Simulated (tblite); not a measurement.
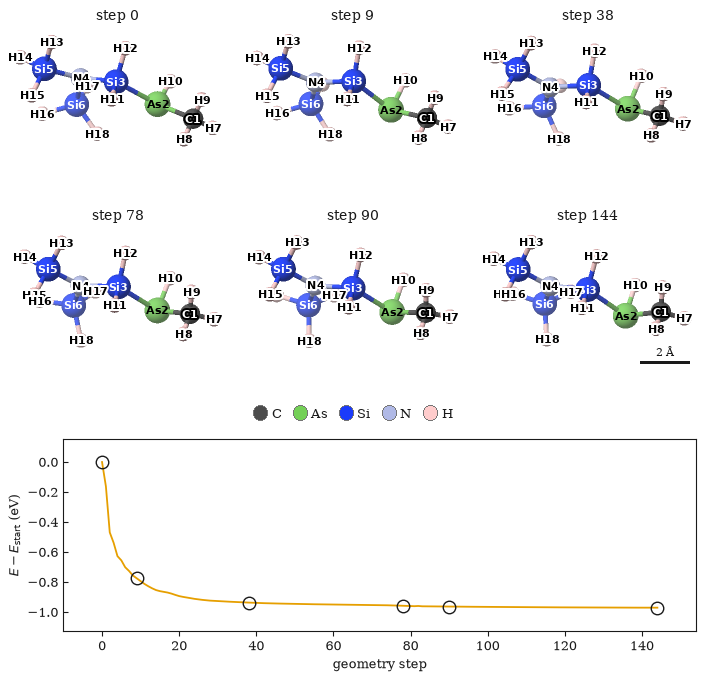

Frames of a relaxation of CH₁₂AsNSi₃, marked on the history of the run. Style: ball-and-stick. Shown from a free direction.

The calculation used GFN2-xTB geometry optimisation, gas phase in tblite. 

What happens along the run?

The atom that moves furthest after the best rigid fit is H16 (0.93 Å). Largest moves by element: H 0.93 Å, As 0.50 Å, Si 0.34 Å, N 0.34 Å, C 0.30 Å. Some distances before and after: As2–Si6 3.495 → 3.533 Å, As2–H10 1.538 → 1.508 Å, C1–H8 1.116 → 1.090 Å, Si5–H13 1.484 → 1.461 Å. Bond angles that change, for instance: Si3–As2–H10 113.1° → 93.3°, C1–As2–H10 111.5° → 94.3°, C1–As2–Si3 110.0° → 94.3°. The energy falls by 0.970 eV in 144 geometry steps. From step 0 to 9: H10 moves most (0.36 Å), energy −0.775 eV. From step 9 to 38: H18 moves most (0.33 Å), energy −0.162 eV. From step 38 to 78: H atoms move most (0.35 Å), energy −0.021 eV. From step 78 to 90: H16 moves most (0.29 Å), energy −0.006 eV. From step 90 to 144: H10 moves most (0.27 Å), energy −0.007 eV.

```csv
step,"E − E(0), eV"
0,0.0000
1,-0.1621
2,-0.4688
3,-0.5377
4,-0.6271
5,-0.6551
6,-0.7009
7,-0.7258
8,-0.7561
9,-0.7745
10,-0.7936
17,-0.8696
24,-0.9117
31,-0.9274
38,-0.9364
45,-0.9424
52,-0.9463
59,-0.9486
66,-0.9505
73,-0.9540
81,-0.9604
88,-0.9630
95,-0.9642
102,-0.9652
109,-0.9667
116,-0.9677
123,-0.9688
130,-0.9698
137,-0.9702
144,-0.9703
```
